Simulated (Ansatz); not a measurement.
**H7NSSi2: shift of H10 from Si3 to S4**

How high is the barrier for the shift of H10 from Si3 to S4? Relax the two ends, then run a nudged elastic band between them. SMILES of the start: [SiH3]N[SiH2]S.

All numbers below are computed with Ansatz 0.2.0 (RKS r2SCAN-D4/def2-SVP).

## Step 1: The structure to begin with

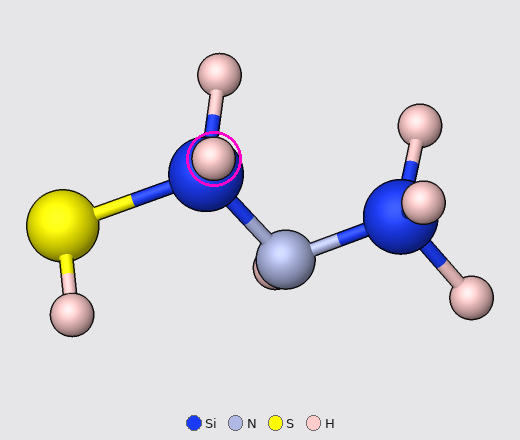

Start, viewed from a chosen angle; silicon blue, nitrogen light blue, sulfur yellow, hydrogen pink. Ringed: H10.

As a file:

```xyz
11

Si   -0.0546    1.4119   -0.8541
N    -0.6947    0.0132   -0.2070
Si    0.5250   -0.7744    0.5940
S    -0.2992   -2.4800    1.4585
H     0.9871    1.1674   -1.8463
H    -1.2388    2.1204   -1.5558
H     0.3754    2.3414    0.2367
H    -1.3915    0.2438    0.4488
H     1.0786    0.0965    1.7402
H     1.6082   -1.2072   -0.3180
H    -0.8301   -2.9901    0.3237
```

## Step 2: Relaxing end A

Contents of input.yaml:

```yaml
crystal:
  periodic: [false, false, false]
  atoms:
    - { symbol: Si, position_ang: [-0.0546, 1.4119, -0.8541] }
    - { symbol: "N", position_ang: [-0.6947, 0.0132, -0.207] }
    - { symbol: Si, position_ang: [0.525, -0.7744, 0.594] }
    - { symbol: S, position_ang: [-0.2992, -2.48, 1.4585] }
    - { symbol: H, position_ang: [0.9871, 1.1674, -1.8463] }
    - { symbol: H, position_ang: [-1.2388, 2.1204, -1.5558] }
    - { symbol: H, position_ang: [0.3754, 2.3414, 0.2367] }
    - { symbol: H, position_ang: [-1.3915, 0.2438, 0.4488] }
    - { symbol: H, position_ang: [1.0786, 0.0965, 1.7402] }
    - { symbol: H, position_ang: [1.6082, -1.2072, -0.318] }
    - { symbol: H, position_ang: [-0.8301, -2.9901, 0.3237] }
basis:
  gaussian: { orbitals: def2-SVP }
hamiltonian:
  xc: r2scan
  dispersion: d4
relax:
  f_tol: 0.02
  max_steps: 50
output:
  orbitals: {}
```

Command:

```
ansatz run input.yaml --threads 2 --pin off --max-ram 3072MiB --backend cpu --events-out ev --progress --plain --runs-dir out
```

The log of the run, cut to the lines that bear on the results:

```text
Warning: RAYON_NUM_THREADS=2 ignored (pool sized by the plan → 2); use --threads N
[...]
Functional definition: r2SCAN
[...]
1175 factors; their error is unknown
[...]
mean field -28183.08204234 eV, -1035.7091618769 hartree, gradient 5.8e-6 eV, S^2 0.000000; 0 other end points of the search recorded, 0 dependent functions left out
[...]
reference -28183.08205295 eV, -1035.7091622669 hartree; 29, 29 occupied and 74, 74 virtual orbitals, 1175 factors
relax step   1: F+E_penalty+E_count = -28183.15035913 eV  Δ(F+E_penalty+E_count) = +0.000e0 eV  max|allowed force component| = 3.587e0 eV/Å  Δτ_max = 0.0000 Å  (28 SCF iters, accepted)
[...]
relax step   9: F+E_penalty+E_count = -28184.03796575 eV  Δ(F+E_penalty+E_count) = -4.915e-3 eV  max|allowed force component| = 2.360e-1 eV/Å  Δτ_max = 0.1432 Å  (28 SCF iters, accepted)
[...]
relax step  10: F+E_penalty+E_count = -28184.03983554 eV  Δ(F+E_penalty+E_count) = -1.870e-3 eV  max|allowed force component| = 3.439e-1 eV/Å  Δτ_max = 0.0585 Å  (28 SCF iters, accepted)
[...]
relax step  11: F+E_penalty+E_count = -28184.04415166 eV  Δ(F+E_penalty+E_count) = -4.316e-3 eV  max|allowed force component| = 2.439e-1 eV/Å  Δτ_max = 0.1193 Å  (28 SCF iters, accepted)
[...]
1175 factors; their error is unknown
mean field -28183.98419362 eV, -1035.7423153247 hartree, gradient 1.8e-5 eV, S^2 0.000000; 0 other end points of the search recorded, 0 dependent functions left out
[...]
reference -28183.98420462 eV, -1035.7423157292 hartree; 29, 29 occupied and 74, 74 virtual orbitals, 1175 factors
```

## Step 3: More of the same log: end point A relaxed

Output, continued, cut to the lines that bear on the results:

```text
relax step  12: F+E_penalty+E_count = -28184.05038536 eV  Δ(F+E_penalty+E_count) = -6.234e-3 eV  max|allowed force component| = 3.588e-2 eV/Å  Δτ_max = 0.0722 Å  (27 SCF iters, accepted)
[...]
relax step  14: F+E_penalty+E_count = -28184.05221737 eV  Δ(F+E_penalty+E_count) = -4.884e-4 eV  max|allowed force component| = 7.849e-2 eV/Å  Δτ_max = 0.0588 Å  (28 SCF iters, accepted)
[...]
Atom 7 at    -1.039280     0.764336     1.107230 Å, force     0.002769    -0.002198    -0.002160 eV/Å
Atom 8 at     1.124752    -0.803692     2.307616 Å, force     0.000526    -0.001139    -0.002714 eV/Å
Atom 9 at     1.741773    -0.982078    -0.070433 Å, force    -0.002358    -0.002521     0.000927 eV/Å
Atom 10 at    -0.836559    -2.691413    -0.357843 Å, force     0.003581     0.000706     0.018556 eV/Å
Dipole moment:    -0.095260     0.239688    -0.098517 e Å
```

Run time: 34 s. Hardware: 2 threads of Intel Xeon 6975P-C (Granite Rapids), shared host; peak memory 0.18 GiB.

Step by step:

```
step  energy from step 1 (eV)  largest force component (eV/Å)
   1                   0.0000                          3.5866
   2                  -0.5967                          1.4863
   3                  -0.7361                          0.7041
   4                  -0.8095                          0.3332
   5                  -0.8582                          0.1456
  6x                  -0.8499                          0.3850
   7                  -0.8734                          0.0680
   8                  -0.8827                          0.1033
   9                  -0.8876                          0.2360
  10                  -0.8895                          0.3439
  11                  -0.8938                          0.2439
  12                  -0.9000                          0.0359
  13                  -0.9014                          0.0419
  14                  -0.9019                          0.0785
  15                  -0.9024                          0.0697
  16                  -0.9028                          0.0496
  17                  -0.9031                          0.0392
  18                  -0.9033                          0.0259
  19                  -0.9033                          0.0192
  20                  -0.9034                          0.0186
```

Step 1 is the start. 1 step was tried and not accepted (marked x).

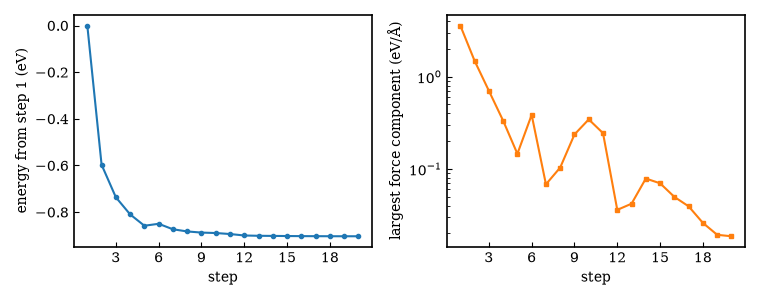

How energy and force went from step to step.

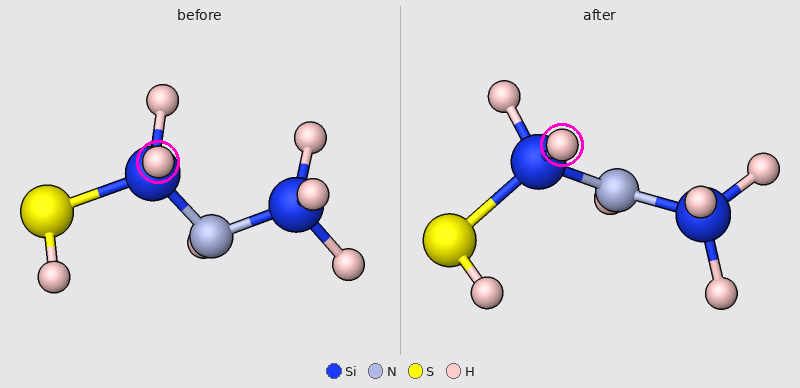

The structure before (left) and after (right), drawn at the same scale.

After: Bond lengths: Si1–N2 1.747 Å, N2–Si3 1.736 Å, Si3–S4 2.157 Å, Si1–H5 1.491 Å, Si1–H6 1.497 Å, Si1–H7 1.496 Å, N2–H8 1.021 Å, Si3–H9 1.490 Å, Si3–H10 1.489 Å, S4–H11 1.353 Å. Angles (14 of 16 angles, heavy atoms first): Si1–N2–Si3 129.5°, N2–Si3–S4 114.3°, Si1–N2–H8 115.4°, Si3–N2–H8 114.8°, N2–Si1–H5 107.1°, N2–Si1–H6 111.9°, N2–Si1–H7 111.8°, N2–Si3–H9 111.8°, N2–Si3–H10 106.0°, S4–Si3–H9 101.9°, S4–Si3–H10 111.4°, Si3–S4–H11 94.8°, H5–Si1–H6 109.3°, H5–Si1–H7 109.4°.

## Step 4: Relaxing end B

The second end starts from a geometry with the move made by hand.

input.yaml: that of step 2 with these lines changed.

```diff
@@ -12,3 +12,3 @@
     - { symbol: H, position_ang: [1.0786, 0.0965, 1.7402] }
-    - { symbol: H, position_ang: [1.6082, -1.2072, -0.318] }
+    - { symbol: H, position_ang: [0.32226, -2.69529, 2.67169] }
     - { symbol: H, position_ang: [-0.8301, -2.9901, 0.3237] }
@@ -22,3 +22 @@
   max_steps: 50
-output:
-  orbitals: {}
```

Command:

```
ansatz run input.yaml --threads 2 --pin off --max-ram 3072MiB --backend cpu --events-out ev --progress --plain --runs-dir out
```

The log of the run, cut to the lines that bear on the results:

```text
Warning: RAYON_NUM_THREADS=2 ignored (pool sized by the plan → 2); use --threads N
[...]
Functional definition: r2SCAN
[...]
1175 factors; their error is unknown
[...]
mean field -28177.97823916 eV, -1035.5216005695 hartree, gradient 2.2e-5 eV, S^2 0.000000; 1 other end points of the search recorded, 0 dependent functions left out
[...]
reference -28177.97825039 eV, -1035.5216009824 hartree; 29, 29 occupied and 74, 74 virtual orbitals, 1175 factors
[...]
relax step  12: F+E_penalty+E_count = -28181.85908267 eV  Δ(F+E_penalty+E_count) = -3.418e-2 eV  max|allowed force component| = 2.398e-1 eV/Å  Δτ_max = 0.2000 Å  (29 SCF iters, accepted)
[...]
relax step  13: F+E_penalty+E_count = -28181.85295504 eV  Δ(F+E_penalty+E_count) = +6.128e-3 eV  max|allowed force component| = 3.973e-1 eV/Å  Δτ_max = 0.1912 Å  (30 SCF iters, rejected (line search))
[...]
1175 factors; their error is unknown
[...]
```

## Step 5: The log goes on: end point B relaxed

Output, continued:

```text
mean field -28181.81083644 eV, -1035.6624459216 hartree, gradient 9.2e-6 eV, S^2 0.000000; 0 other end points of the search recorded, 0 dependent functions left out
the calculation of the forces begins
reference -28181.81084799 eV, -1035.6624463461 hartree; 29, 29 occupied and 74, 74 virtual orbitals, 1175 factors
relax step  14: F+E_penalty+E_count = -28181.87830189 eV  Δ(F+E_penalty+E_count) = -1.922e-2 eV  max|allowed force component| = 8.425e-2 eV/Å  Δτ_max = 0.0953 Å  (28 SCF iters, accepted)
these checks for a lower state are left out or cut short: starts, cluster_reference, orbital_swaps, neighbouring_geometries, increment
1175 factors; their error is unknown
mean field -28181.81495268 eV, -1035.6625971907 hartree, gradient 2.3e-5 eV, S^2 0.000000; 0 other end points of the search recorded, 0 dependent functions left out
the calculation of the forces begins
reference -28181.81496414 eV, -1035.6625976120 hartree; 29, 29 occupied and 74, 74 virtual orbitals, 1175 factors
relax step  15: F+E_penalty+E_count = -28181.88261886 eV  Δ(F+E_penalty+E_count) = -4.317e-3 eV  max|allowed force component| = 6.763e-2 eV/Å  Δτ_max = 0.1000 Å  (28 SCF iters, accepted)
these checks for a lower state are left out or cut short: starts, cluster_reference, orbital_swaps, neighbouring_geometries, increment
1175 factors; their error is unknown
mean field -28181.81590318 eV, -1035.6626321208 hartree, gradient 1.2e-5 eV, S^2 0.000000; 0 other end points of the search recorded, 0 dependent functions left out
the calculation of the forces begins
reference -28181.81591463 eV, -1035.6626325418 hartree; 29, 29 occupied and 74, 74 virtual orbitals, 1175 factors
relax step  16: F+E_penalty+E_count = -28181.88359005 eV  Δ(F+E_penalty+E_count) = -9.712e-4 eV  max|allowed force component| = 4.820e-2 eV/Å  Δτ_max = 0.0767 Å  (28 SCF iters, accepted)
these checks for a lower state are left out or cut short: starts, cluster_reference, orbital_swaps, neighbouring_geometries, increment
1175 factors; their error is unknown
mean field -28181.81716378 eV, -1035.6626784470 hartree, gradient 1.2e-5 eV, S^2 0.000000; 0 other end points of the search recorded, 0 dependent functions left out
the calculation of the forces begins
reference -28181.81717523 eV, -1035.6626788681 hartree; 29, 29 occupied and 74, 74 virtual orbitals, 1175 factors
relax step  17: F+E_penalty+E_count = -28181.88491257 eV  Δ(F+E_penalty+E_count) = -1.323e-3 eV  max|allowed force component| = 2.907e-2 eV/Å  Δτ_max = 0.0369 Å  (30 SCF iters, accepted)
these checks for a lower state are left out or cut short: starts, cluster_reference, orbital_swaps, neighbouring_geometries, increment
1175 factors; their error is unknown
mean field -28181.81737505 eV, -1035.6626862113 hartree, gradient 1.1e-5 eV, S^2 0.000000; 0 other end points of the search recorded, 0 dependent functions left out
the calculation of the forces begins
reference -28181.81738650 eV, -1035.6626866320 hartree; 29, 29 occupied and 74, 74 virtual orbitals, 1175 factors
relax step  18: F+E_penalty+E_count = -28181.88520171 eV  Δ(F+E_penalty+E_count) = -2.891e-4 eV  max|allowed force component| = 3.031e-2 eV/Å  Δτ_max = 0.0268 Å  (30 SCF iters, accepted)
these checks for a lower state are left out or cut short: starts, cluster_reference, orbital_swaps, neighbouring_geometries, increment
1175 factors; their error is unknown
mean field evaluation 160: about -28181.8173 eV, gradient 3.4e-5 eV
mean field -28181.81732413 eV, -1035.6626843400 hartree, gradient 1.1e-5 eV, S^2 0.000000; 0 other end points of the search recorded, 0 dependent functions left out
the calculation of the forces begins
reference -28181.81733557 eV, -1035.6626847605 hartree; 29, 29 occupied and 74, 74 virtual orbitals, 1175 factors
relax step  19: F+E_penalty+E_count = -28181.88526863 eV  Δ(F+E_penalty+E_count) = -6.692e-5 eV  max|allowed force component| = 3.548e-2 eV/Å  Δτ_max = 0.0459 Å  (29 SCF iters, accepted)
these checks for a lower state are left out or cut short: starts, cluster_reference, orbital_swaps, neighbouring_geometries, increment
1175 factors; their error is unknown
mean field -28181.81746857 eV, -1035.6626896478 hartree, gradient 1.1e-5 eV, S^2 0.000000; 0 other end points of the search recorded, 0 dependent functions left out
the calculation of the forces begins
reference -28181.81748001 eV, -1035.6626900685 hartree; 29, 29 occupied and 74, 74 virtual orbitals, 1175 factors
relax step  20: F+E_penalty+E_count = -28181.88545948 eV  Δ(F+E_penalty+E_count) = -1.908e-4 eV  max|allowed force component| = 2.657e-2 eV/Å  Δτ_max = 0.0189 Å  (29 SCF iters, accepted)
these checks for a lower state are left out or cut short: starts, cluster_reference, orbital_swaps, neighbouring_geometries, increment
1175 factors; their error is unknown
mean field -28181.81759174 eV, -1035.6626941745 hartree, gradient 1.1e-5 eV, S^2 0.000000; 0 other end points of the search recorded, 0 dependent functions left out
the calculation of the forces begins
reference -28181.81760319 eV, -1035.6626945952 hartree; 29, 29 occupied and 74, 74 virtual orbitals, 1175 factors
relax step  21: F+E_penalty+E_count = -28181.88554846 eV  Δ(F+E_penalty+E_count) = -8.898e-5 eV  max|allowed force component| = 1.475e-2 eV/Å  Δτ_max = 0.0131 Å  (30 SCF iters, accepted)
1175 factors; their error is unknown
mean field evaluation 192: about -28181.8176 eV, gradient 6.4e-4 eV
mean field -28181.81759174 eV, -1035.6626941745 hartree, gradient 1.1e-5 eV, S^2 0.000000; 1 other end points of the search recorded, 0 dependent functions left out
the calculation of the forces begins
reference -28181.81760319 eV, -1035.6626945952 hartree; 29, 29 occupied and 74, 74 virtual orbitals, 1175 factors
Total energy: -28181.88555991 eV, -1035.6651919585 hartree
Atom 0 at    -0.154177     1.493054    -1.044248 Å, force    -0.007637     0.010616    -0.014746 eV/Å
Atom 1 at    -0.070867     0.825108     0.568826 Å, force     0.009852    -0.008917    -0.000619 eV/Å
Atom 2 at     1.001636    -0.467031     1.096702 Å, force    -0.002664     0.001313    -0.000903 eV/Å
Atom 3 at    -0.859291    -2.619731     1.124777 Å, force     0.013295    -0.011078    -0.000189 eV/Å
Atom 4 at     0.920105     0.842016    -1.847824 Å, force    -0.005798     0.005270     0.004529 eV/Å
Atom 5 at    -1.479435     1.231906    -1.695583 Å, force     0.013127     0.001700     0.006032 eV/Å
Atom 6 at     0.044122     2.977037    -1.039835 Å, force    -0.001735    -0.013605     0.000478 eV/Å
Atom 7 at    -0.735103     1.210027     1.240763 Å, force    -0.005190     0.004932     0.001936 eV/Å
Atom 8 at     0.547815    -0.451237     2.570674 Å, force    -0.000973    -0.002143     0.001043 eV/Å
Atom 9 at    -0.073054    -3.308190     1.982492 Å, force    -0.006949     0.004960    -0.007734 eV/Å
Atom 10 at    -0.362293    -3.278150     0.053646 Å, force    -0.005329     0.006952     0.010173 eV/Å
Dipole moment:    -0.314719    -0.434933     0.095478 e Å
```

It took 36 s on 2 threads of Intel Xeon 6975P-C (Granite Rapids), shared host; peak memory 0.23 GiB.

Step by step:

```
step  energy from step 1 (eV)  largest force component (eV/Å)
   1                   0.0000                          5.6088
   2                  -1.5164                          3.1827
   3                  -2.4505                          1.9365
   4                  -2.9213                          2.1082
   5                  -3.2163                          1.4256
   6                  -3.4179                          0.5496
   7                  -3.5281                          0.3222
   8                  -3.6137                          0.4217
   9                  -3.6881                          0.5014
  10                  -3.7274                          0.5606
  11                  -3.7776                          0.6008
  12                  -3.8118                          0.2398
 13x                  -3.8057                          0.3973
  14                  -3.8310                          0.0843
  15                  -3.8353                          0.0676
  16                  -3.8363                          0.0482
  17                  -3.8376                          0.0291
  18                  -3.8379                          0.0303
  19                  -3.8380                          0.0355
  20                  -3.8382                          0.0266
  21                  -3.8383                          0.0147
```

Step 1 is the start. 1 step was tried and not accepted (marked x).

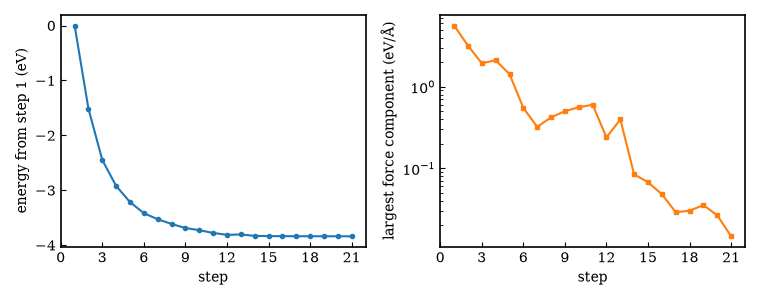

Energy and largest force along the relaxation.

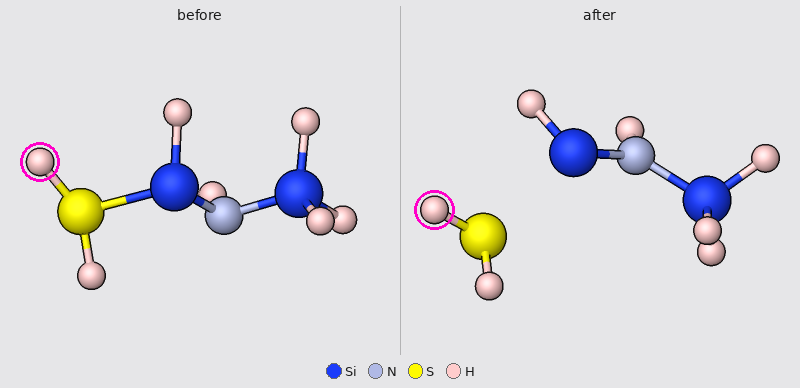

Before and after, at one scale.

After: Bond lengths: Si1–N2 1.748 Å, N2–Si3 1.760 Å, Si1–H5 1.491 Å, Si1–H6 1.500 Å, Si1–H7 1.497 Å, N2–H8 1.020 Å, Si3–H9 1.542 Å, S4–H10 1.352 Å, S4–H11 1.352 Å. Angles: Si1–N2–Si3 125.9°, Si1–N2–H8 115.6°, Si3–N2–H8 118.4°, N2–Si1–H5 107.2°, N2–Si1–H6 112.1°, N2–Si1–H7 111.7°, H5–Si1–H6 109.1°, H5–Si1–H7 109.8°, H6–Si1–H7 106.9°, N2–Si3–H9 95.7°, H10–S4–H11 92.3°.

Pairs that crossed the distance rule for bonds on the way: moved apart Si3–S4.

[end of part 1 of 2]
